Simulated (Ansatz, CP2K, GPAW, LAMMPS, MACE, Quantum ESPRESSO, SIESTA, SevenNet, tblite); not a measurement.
# Quantum ESPRESSO on amorphous carbon (64 atoms): settings against a plane-wave reference

Wanted: Quantum ESPRESSO inputs and outputs for amorphous carbon (64 atoms), checked against a plane-wave reference.

Main program and level: Quantum ESPRESSO 7.5; the method is named at each step.

## Step 1: Set-up

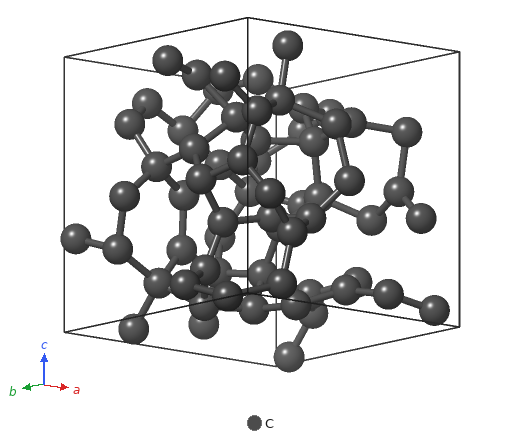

Start, viewed from a free direction; carbon dark grey.

The cell holds 64 atoms: 64 C. Its edges and angles: a = 7.590 Å, b = 7.590 Å, c = 7.590 Å, α = 90.0°, β = 90.0°, γ = 90.0°. 64 atoms (64 C) placed at random at 2.92 g/cm³, melted at 6000 K for 10 ps at fixed volume with the Tersoff potential (Tersoff, Phys. Rev. B 39, 5566 (1989)). Quenched from 6000 K to 300 K at 100 K/ps and fixed volume, held 5 ps, then minimised at fixed cell.

The yardstick, on the same geometry:

```
method                 : Kohn-Sham DFT, PBE, PAW, plane waves (Ansatz 0.2.0); cutoff 420 eV, Γ point, fermi-dirac smearing of 0.05 eV; PAW set soft_2
r.m.s. force component : 1.256 eV/Å
longest force          : 5.071 eV/Å
pressure               : -7.388 GPa
SCF cycles             : 11
time                   : 4.1 s on 4 threads of Arm Neoverse V1, shared host
CPU time               : 14 s
```

## Step 2: PBE, sssp-1.3.0-efficiency, 45/360 Ry

Method: Kohn-Sham DFT, PBE, SSSP efficiency 1.3.0 pseudopotentials, plane waves.

pw.in

```
&control
  calculation = 'scf'
  pseudo_dir = './pseudo'
  outdir = './tmp'
  disk_io = 'none'
  tprnfor = .true.
  tstress = .true.
/
&system
  ibrav = 0
  nat = 64
  ntyp = 1
  ecutwfc = 45
  ecutrho = 360
  nosym = .true.
  occupations = 'smearing'
  smearing = 'fd'
  degauss = 0.003675
/
&electrons
  conv_thr = 3.2e-07
  electron_maxstep = 100
  mixing_beta = 0.2
  mixing_mode = 'local-TF'
  diagonalization = 'david'
/
ATOMIC_SPECIES
C 12.011 C.upf
CELL_PARAMETERS angstrom
7.59030 0.00000 0.00000
0.00000 7.59030 0.00000
0.00000 0.00000 7.59030
ATOMIC_POSITIONS crystal
C 0.83466 0.91928 0.71452
C 0.87226 0.18332 0.50226
C 0.52196 0.75401 0.63807
C 0.39522 0.23812 0.98117
C 0.61259 0.65078 0.94456
C 0.20368 0.46720 0.17574
C 0.84238 0.67247 0.51879
C 0.74571 0.09433 0.10113
C 0.36756 0.24992 0.78106
C 0.53495 0.35500 0.07354
C 0.19499 0.51728 0.62127
C 0.85198 0.03839 0.38158
C 0.36478 0.76883 0.50936
C 0.62416 0.63810 0.23547
C 0.26679 0.12290 0.08360
C 0.29431 0.88733 0.85153
C 0.61390 0.94811 0.09812
C 0.18346 0.70899 0.58267
C 0.76307 0.49188 0.51217
C 0.96285 0.80924 0.82223
C 0.17431 0.07927 0.39456
C 0.15612 0.20893 0.53203
C 0.94294 0.86311 0.00789
C 0.52406 0.12224 0.69611
C 0.90629 0.37072 0.42912
C 0.94302 0.73372 0.14776
C 0.68245 0.93958 0.42172
C 0.70524 0.27845 0.13765
C 0.58646 0.84381 0.26729
C 0.06668 0.78600 0.27919
C 0.26047 0.78542 0.18020
C 0.55643 0.08784 0.48866
C 0.48157 0.90933 0.77890
C 0.50973 0.55446 0.08290
C 0.44570 0.38350 0.38552
C 0.59126 0.84374 0.93287
C 0.03236 0.70873 0.45652
C 0.06311 0.18325 0.02199
C 0.05740 0.50263 0.92300
C 0.39647 0.81751 0.32228
C 0.04221 0.17363 0.81766
C 0.51352 0.54843 0.69558
C 0.80982 0.59527 0.18034
C 0.86384 0.40211 0.20365
C 0.14720 0.81322 0.74705
C 0.11858 0.39197 0.48444
C 0.46659 0.19460 0.35679
C 0.59816 0.51350 0.38859
C 0.68888 0.43536 0.69683
C 0.74685 0.55816 0.84369
C 0.92120 0.04587 0.05701
C 0.31479 0.60085 0.07899
C 0.34536 0.46136 0.74738
C 0.25605 0.43128 0.34994
C 0.72146 0.82021 0.57541
C 0.23961 0.55258 0.90021
[... 4 atom lines left out ...]
C 0.03179 0.37764 0.08749
C 0.26817 0.93123 0.03505
C 0.86460 0.13074 0.70983
C 0.69157 0.23326 0.73773
K_POINTS gamma
```

Command:

```bash
> OMP_NUM_THREADS=1 mpirun -np 2 pw.x -in pw.in > output.txt
```

The program printed:

```text
Program PWSCF
     gamma-point specific algorithms are used
     Parallelization info
     sticks:   dense  smooth     PW     G-vecs:    dense   smooth      PW
     Min        2949    1478    374               170183    60234    7577
     Max        2952    1479    375               170188    60239    7578
     Sum        5901    2957    749               340371   120473   15155
     bravais-lattice index     =            0
     lattice parameter (alat)  =      14.3436  a.u.
     unit-cell volume          =    2951.0286 (a.u.)^3
     number of atoms/cell      =           64
     number of atomic types    =            1
     number of electrons       =       256.00
     number of Kohn-Sham states=          154
     kinetic-energy cutoff     =      45.0000  Ry
     charge density cutoff     =     360.0000  Ry
     scf convergence threshold =      3.2E-07
     mixing beta               =       0.2000
     number of iterations used =            8  local-TF  mixing
     Exchange-correlation= SLA  PW   PBX  PBC
                           (   1   4   3   4   0   0   0)
     crystal axes: (cart. coord. in units of alat)
               a(1) = (   1.000000   0.000000   0.000000 )
               a(2) = (   0.000000   1.000000   0.000000 )
               a(3) = (   0.000000   0.000000   1.000000 )
     reciprocal axes: (cart. coord. in units 2 pi/alat)
               b(1) = (  1.000000  0.000000  0.000000 )
               b(2) = (  0.000000  1.000000  0.000000 )
               b(3) = (  0.000000  0.000000  1.000000 )
     PseudoPot. # 1 for C :
     Pseudo is Projector augmented-wave + core cor, Zval =  4.0
     atomic species   valence    mass     pseudopotential
     C                 4.00    12.01100     C ( 1.00)
     No symmetry found
   Cartesian axes
     number of k points=     1  Fermi-Dirac smearing, width (Ry)=  0.0037
                       cart. coord. in units 2pi/alat
        k(    1) = (   0.0000000   0.0000000   0.0000000), wk =   2.0000000
     Dense  grid:   170186 G-vectors     FFT dimensions: (  90,  90,  90)
     Smooth grid:    60237 G-vectors     FFT dimensions: (  64,  64,  64)
     Check: negative core charge=   -0.000013
     Initial potential from superposition of free atoms
     starting charge     255.9973, renormalised to     256.0000
     Starting wfcs are  256 randomized atomic wfcs
     Self-consistent Calculation
     iteration #  1     ecut=    45.00 Ry     beta= 0.20
     total energy              =   -1176.62263098 Ry
     estimated scf accuracy    <       4.12403891 Ry
     iteration #  2     ecut=    45.00 Ry     beta= 0.20
     total energy              =   -1175.27123659 Ry
     estimated scf accuracy    <       2.97261276 Ry
     iteration #  3     ecut=    45.00 Ry     beta= 0.20
     total energy              =   -1175.55786045 Ry
     estimated scf accuracy    <       0.21928874 Ry
     iteration #  4     ecut=    45.00 Ry     beta= 0.20
     total energy              =   -1175.55237343 Ry
     estimated scf accuracy    <       0.09392271 Ry
     iteration #  5     ecut=    45.00 Ry     beta= 0.20
     total energy              =   -1175.55704285 Ry
     estimated scf accuracy    <       0.02185281 Ry
     iteration #  6     ecut=    45.00 Ry     beta= 0.20
     total energy              =   -1175.55897467 Ry
     estimated scf accuracy    <       0.00632908 Ry
     iteration #  7     ecut=    45.00 Ry     beta= 0.20
     total energy              =   -1175.55959223 Ry
     estimated scf accuracy    <       0.00194826 Ry
     iteration #  8     ecut=    45.00 Ry     beta= 0.20
     total energy              =   -1175.55983503 Ry
     estimated scf accuracy    <       0.00050095 Ry
     iteration #  9     ecut=    45.00 Ry     beta= 0.20
     total energy              =   -1175.55988403 Ry
     estimated scf accuracy    <       0.00014473 Ry
     iteration # 10     ecut=    45.00 Ry     beta= 0.20
     total energy              =   -1175.55988743 Ry
     estimated scf accuracy    <       0.00004995 Ry
     iteration # 11     ecut=    45.00 Ry     beta= 0.20
     total energy              =   -1175.55988895 Ry
     estimated scf accuracy    <       0.00001325 Ry
     iteration # 12     ecut=    45.00 Ry     beta= 0.20
     total energy              =   -1175.55989015 Ry
     estimated scf accuracy    <       0.00000406 Ry
     iteration # 13     ecut=    45.00 Ry     beta= 0.20
     total energy              =   -1175.55989042 Ry
     estimated scf accuracy    <       0.00000122 Ry
     iteration # 14     ecut=    45.00 Ry     beta= 0.20
     total energy              =   -1175.55989057 Ry
     estimated scf accuracy    <       0.00000037 Ry
     iteration # 15     ecut=    45.00 Ry     beta= 0.20
     End of self-consistent calculation
          k = 0.0000 0.0000 0.0000 (  7578 PWs)   bands (ev):
    -9.8678  -8.4405  -8.3030  -8.1347  -8.0648  -7.7558  -7.6853  -6.9802
    -6.8196  -6.6964  -6.6273  -6.3607  -6.2319  -6.0759  -5.9056  -5.8367
    -5.6873  -5.4879  -5.3008  -4.8683  -4.7444  -4.4989  -4.2043  -4.0006
    -3.9437  -3.6986  -3.6796  -3.0075  -2.3674  -2.1001  -2.0150  -1.7910
    -1.6698  -1.5600  -1.3545  -1.3246  -1.2571  -1.2296  -1.0493  -0.9535
    -0.8355  -0.6480  -0.4871  -0.2354  -0.0660   0.0877   0.1443   0.3431
     0.4374   0.5598   0.8463   0.9518   0.9940   1.2363   1.2829   1.5567
     1.5906   1.7469   1.8560   1.9489   2.1788   2.1949   2.2564   2.4109
     2.5751   2.6478   2.7286   2.9235   2.9313   3.0369   3.1842   3.2823
     3.3529   3.4923   3.6498   3.7508   3.8865   4.0645   4.1700   4.3092
     4.4112   4.4878   4.6882   4.7386   4.8260   4.8836   4.9931   5.0676
     5.1571   5.3255   5.3898   5.4924   5.5379   5.5896   5.6103   5.7101
     5.8796   5.9159   6.0797   6.1597   6.3002   6.3028   6.4387   6.5345
     6.6054   6.8284   7.0764   7.1365   7.3244   7.4501   7.5831   7.9293
     8.2120   8.5625   8.6377   8.7123   8.9013   9.1340   9.3497   9.5521
     9.7150   9.8812  10.0781  10.2473  10.4372  10.7825  10.9458  11.0192
    11.0430  11.1467  11.2599  11.3193  11.4153  11.7866  11.8456  11.9460
    12.2232  12.4249  12.4379  12.6983  12.8105  13.0874  13.2468  13.4081
    13.6413  13.9487  14.1342  14.9450  15.2072  15.4436  15.6876  15.8232
    15.9562  16.2830
     the Fermi energy is    11.0350 ev
!    total energy              =   -1175.55989063 Ry
     total all-electron energy =     -4872.462151 Ry
     estimated scf accuracy    <       0.00000017 Ry
     smearing contrib. (-TS)   =      -0.01636691 Ry
     internal energy E=F+TS    =   -1175.54352372 Ry
     The total energy is F=E-TS. E is the sum of the following terms:
     one-electron contribution =     135.29034285 Ry
     hartree contribution      =     102.30982143 Ry
     xc contribution           =    -294.51415004 Ry
     ewald contribution        =    -724.05310741 Ry
     one-center paw contrib.   =    -394.57643055 Ry
     convergence has been achieved in  15 iterations
     Forces acting on atoms (cartesian axes, Ry/au):
     atom    1 type  1   force =    -0.04079570    0.02244439   -0.00142212
     atom    2 type  1   force =     0.09968521    0.03492161    0.04467931
     atom    3 type  1   force =    -0.03400764    0.00666725   -0.04660610
     atom    4 type  1   force =     0.02233501    0.02365026    0.02156706
     atom    5 type  1   force =    -0.07093164    0.00130666   -0.12681844
     atom    6 type  1   force =    -0.01176479   -0.07015692    0.08670822
     atom    7 type  1   force =     0.04261148    0.01861997   -0.04377162
     atom    8 type  1   force =     0.00979887    0.05889616    0.03290778
     atom    9 type  1   force =    -0.00551834    0.00034693    0.01512181
     atom   10 type  1   force =     0.07299037   -0.09791133    0.00159765
     atom   11 type  1   force =     0.00828059   -0.04079195   -0.01666889
     atom   12 type  1   force =     0.04848219   -0.07769950    0.03229254
[...]
atom   60 type  1   force =     0.03509248   -0.05920058   -0.05334850
     atom   61 type  1   force =     0.06637396    0.06425960   -0.00530720
     atom   62 type  1   force =    -0.02468773   -0.03311515    0.02080469
     atom   63 type  1   force =    -0.00306431   -0.03594045   -0.00842462
     atom   64 type  1   force =    -0.01057868   -0.04358701   -0.06193130
     Total force =     0.677916     Total SCF correction =     0.000918
     Computing stress (Cartesian axis) and pressure
          total   stress  (Ry/bohr**3)                   (kbar)     P=      -71.91
  -0.00089331  -0.00023686  -0.00010484         -131.41      -34.84      -15.42
  -0.00023686  -0.00055734  -0.00011567          -34.84      -81.99      -17.02
  -0.00010484  -0.00011567  -0.00001581          -15.42      -17.02       -2.33
     Message from routine punch:
     Nothing written, as per user request (disk_io='none')
```

Elapsed: 41 s, on 2 MPI ranks of Arm Neoverse V1, shared host; peak memory 0.85 GiB.

Banners, paths, timers and routine set-up lines are dropped from the logs unmarked, and long logs keep their key lines alone; longer cuts are marked.

Numbers from this run, and their distance from the reference:

```yaml
r_m_s_force_component: 1.258 eV/Å
r_m_s_difference_of_force_components: 4.811 meV/Å
longest_difference_of_force_vectors: 14.32 meV/Å
force_difference_over_r_m_s_force: 0.3829 %
slope_of_forces_against_the_reference_s: 1.001
correlation_of_force_components: 1
pressure: -7.191 GPa
pressure_difference: 0.1973 GPa
```

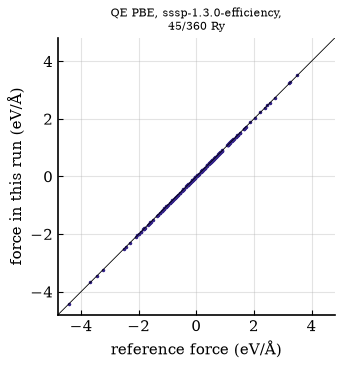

Force components against those of the reference; the line marks equality.

The surroundings of C59, picked at random, nearest first, numbered as they follow in the input and with coordinates relative to it.

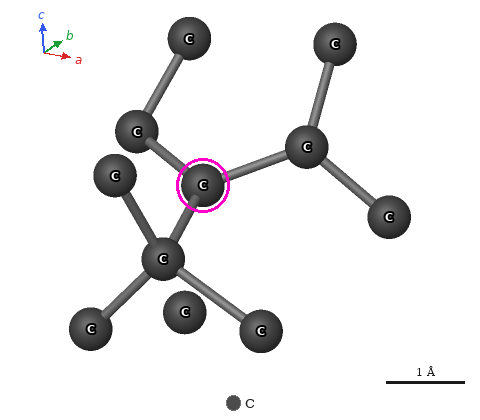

The atoms of the table, within 2.6 Å (arrows a, b, c point along x, y, z); some may hide others; the central atom is ringed.

```
atom      x      y      z  distance (Å)  bonds     Fx     Fy  Fz (eV/Å)
 C59   0.00   0.00   0.00          0.00      3  -0.71  -0.05       1.50
 C21   1.10   0.82   0.42          1.44      3  -0.46   0.19      -2.05
 C12  -1.35   0.51   0.32          1.48      3   1.25  -2.00       0.83
 C30   0.28  -1.40  -0.45          1.50      4   1.37  -0.38      -0.04
 C37   0.02  -1.99   0.89          2.18      3  -1.34   1.27       0.29
  C2  -1.19   1.61   1.24          2.36      3   2.56   0.90       1.15
 C51  -0.82   0.57  -2.14          2.36      3   0.21   1.10       0.26
 C26  -0.65  -1.80  -1.45          2.40      3  -2.31  -0.46      -1.27
 C57   2.13   1.10  -0.48          2.45      3  -1.61   0.68       0.09
 C22   0.96   1.81   1.47          2.52      3  -1.84  -2.46       0.57
 C31   1.75  -1.41  -1.20          2.55      4   0.77   0.72      -0.71
```

Forces lie 0.38 % from the reference's, at 6.1 times its CPU time (on 2 against 4 cores).

## Step 3: PBE+D3(BJ), sssp-1.3.0-efficiency, 45/360 Ry

Method: Kohn-Sham DFT, PBE+D3(BJ), SSSP efficiency 1.3.0 pseudopotentials, plane waves.

Changes to pw.in since step 2:

```diff
@@ -18,2 +18,5 @@
   degauss = 0.003675
+  vdw_corr = 'dft-d3'
+  dftd3_version = 4
+  dftd3_threebody = .false.
 /
```

The program printed:

```text
[banner, memory and clock lines left out]
Program PWSCF
     gamma-point specific algorithms are used
     bravais-lattice index     =            0
     lattice parameter (alat)  =      14.3436  a.u.
     unit-cell volume          =    2951.0286 (a.u.)^3
[... lines left out ...]
     number of k points=     1  Fermi-Dirac smearing, width (Ry)=  0.0037
[... lines left out ...]
     total energy              =   -1177.45831402 Ry
[... lines left out ...]
     total energy              =   -1176.10691963 Ry
[... lines left out ...]
     total energy              =   -1176.39354350 Ry
[... lines left out ...]
     total energy              =   -1176.39557346 Ry
[... lines left out ...]
     total energy              =   -1176.39557362 Ry
[... lines left out ...]
     the Fermi energy is    11.0350 ev
!    total energy              =   -1176.39557367 Ry
[... lines left out ...]
     internal energy E=F+TS    =   -1176.37920676 Ry
     The total energy is F=E-TS. E is the sum of the following terms:
     one-electron contribution =     135.29034285 Ry
     hartree contribution      =     102.30982143 Ry
     xc contribution           =    -294.51415004 Ry
     ewald contribution        =    -724.05310741 Ry
     DFT-D3 Dispersion         =      -0.83568304 Ry
     one-center paw contrib.   =    -394.57643055 Ry
     convergence has been achieved in  15 iterations
     Forces acting on atoms (cartesian axes, Ry/au):
     atom    1 type  1   force =    -0.04199727    0.02392085   -0.00166265
     atom    2 type  1   force =     0.09620936    0.03646943    0.04137561
     atom    3 type  1   force =    -0.03428673    0.00636968   -0.04768729
[...]
atom   63 type  1   force =    -0.00410562   -0.03524469   -0.00776711
     atom   64 type  1   force =    -0.01161068   -0.04219686   -0.05711716
     Total force =     0.687867     Total SCF correction =     0.000918
     Computing stress (Cartesian axis) and pressure
          total   stress  (Ry/bohr**3)                   (kbar)     P=      -85.19
  -0.00099294  -0.00023393  -0.00009779         -146.07      -34.41      -14.38
  -0.00023393  -0.00066357  -0.00011411          -34.41      -97.61      -16.79
  -0.00009779  -0.00011411  -0.00008084          -14.38      -16.79      -11.89
     Message from routine punch:
     Nothing written, as per user request (disk_io='none')
```

Wall time 42 s (2 MPI ranks); peak memory 0.86 GiB; 83 s of CPU time.

Compared with the plane-wave run:

* r.m.s. force component: 1.276 eV/Å
* r.m.s. difference of force components: 61.24 meV/Å
* longest difference of force vectors: 303.8 meV/Å
* force difference over r.m.s. force: 4.875 %
* slope of forces against the reference's: 1.015
* correlation of force components: 0.999
* pressure: -8.519 GPa
* pressure difference: -1.131 GPa

Against the first run (0.38 %), the force difference from the reference is 4.9 %, at 1.0 times the CPU time; the model has changed, so this is no error of the program alone.

(Part 1 of 2 ends here.)

[Also dropped from logs without a mark: logging warnings of Python, and SIESTA's first energy breakdown and zero terms.]

[Logs are printed without paths, hosts, clocks, repeated set-up lines and the standing remarks that a program may print on its own settings, such as how far it seeks lower states.]

[Hosts, paths, dates, database ids (printed as entryN), source tags and the programs' standing remarks are cut or masked in the printed files.]
